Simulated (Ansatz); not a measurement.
CH4AlFOSi (SMILES [F][Al]1[O]C[SiH2]1)

Input file:

```
crystal:
  periodic: [false, false, false]
  atoms:
    - {symbol: F, position_ang: [-1.867643, -2.354096, 1.360771]}
    - {symbol: Al, position_ang: [-0.935608, -1.184128, 0.684067]}
    - {symbol: O, position_ang: [-1.220860, 0.508417, 0.748544]}
    - {symbol: C, position_ang: [-0.122098, 1.074705, 0.007017]}
    - {symbol: Si, position_ang: [0.949224, -0.427147, -0.572429]}
    - {symbol: H, position_ang: [-0.509245, 1.651323, -0.839074]}
    - {symbol: H, position_ang: [0.443041, 1.755482, 0.651533]}
    - {symbol: H, position_ang: [2.326195, -0.464405, -0.010050]}
    - {symbol: H, position_ang: [1.025498, -0.606351, -2.047479]}
basis:
  gaussian: {orbitals: def2-TZVPP}
hamiltonian: {xc: pbe0, dispersion: d4}
output: {orbitals: {seedname: orbitals}}
```

Launched as:

```sh
ansatz run in.yaml --threads 4 --pin off --events-out ev --progress --plain --max-ram 10444MiB
```

Geometry: PBE0-D4/def2-TZVP.

The calculation used RKS PBE0-D4/def2-TZVPP in Ansatz.

Question: What can the converged electron density and electron localisation function tell about the bonding?

Answer: C–O (1.44 Å): ρ is about 1.9 e/Å³ halfway, with its minimum of 1.7 e/Å³ about 0.5 Å from C; the ELF peaks at about 0.85 between the atoms, as expected for a polar covalent bond.
Al–F (1.64 Å): the density is about 0.94 e/Å³ at the midpoint; the ELF peaks at about 0.85 in the valence shell of F, 0.6 Å from its nucleus, and is about 0.35 at the midpoint.
Al–O (1.72 Å): ρ is about 0.9 e/Å³ halfway; the ELF peaks at about 0.90 in the valence shell of O, 0.7 Å from its nucleus, and is about 0.40 at the midpoint.
C–Si (1.93 Å): the density is about 0.89 e/Å³ at the midpoint; the ELF peaks at about 0.95 between the atoms (localised, covalent bonding).

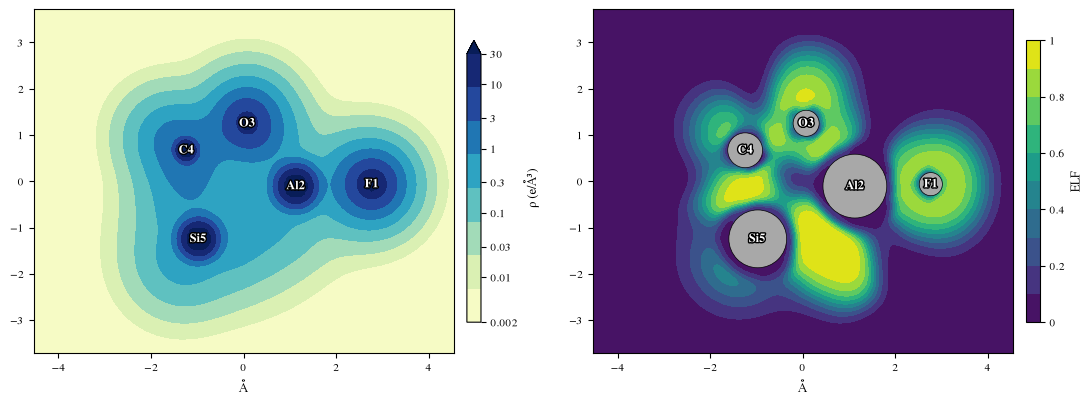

Computed electron density and electron localisation function on the plane of atoms O3, Al2 and Si5, in this order. Grey discs cover the atomic cores in the ELF map. 
